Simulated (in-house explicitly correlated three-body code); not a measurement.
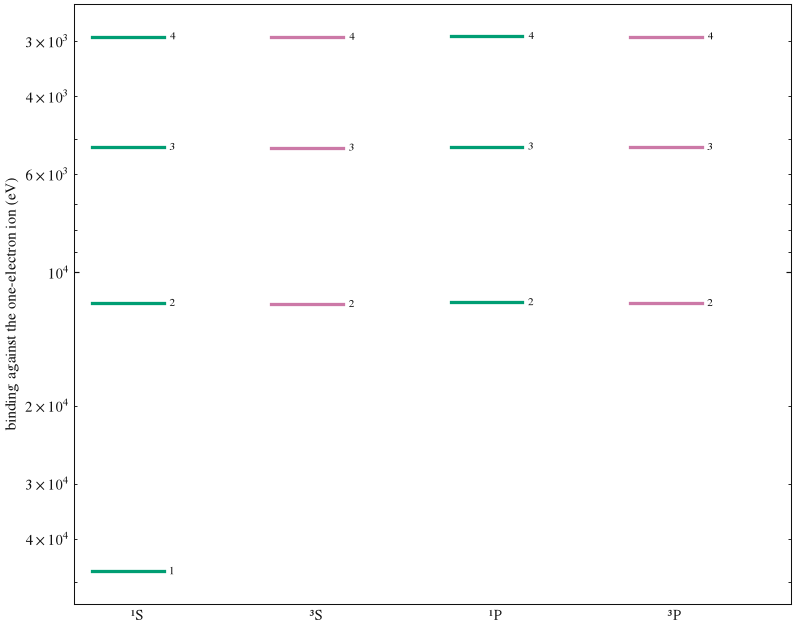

Two electrons around a point charge Z = 59.649. Computed variationally in 260 exponentially correlated functions with an in-house code, non-relativistic, converged to about 10⁻⁸ of the energy. The plot shows the bound S and P states that converged, by term and principal number n, on a logarithmic scale of binding.

Q: Describe the level scheme.

A: The ground state is bound by 47.40 keV. The n = 2 states drawn run, from the deepest, 2 ³S (11.80 keV), 2 ³P (11.74 keV), 2 ¹S (11.73 keV), 2 ¹P (11.68 keV). Exchange puts 2 ³S below 2 ¹S by 69.4 eV and 2 ³P below 2 ¹P by 53.1 eV. Quantum defects n − (Z − 1)/√(2 E(binding)): 2 ³S 0.008, 2 ³P 0.003, 2 ¹S 0.002, 2 ¹P −0.001.
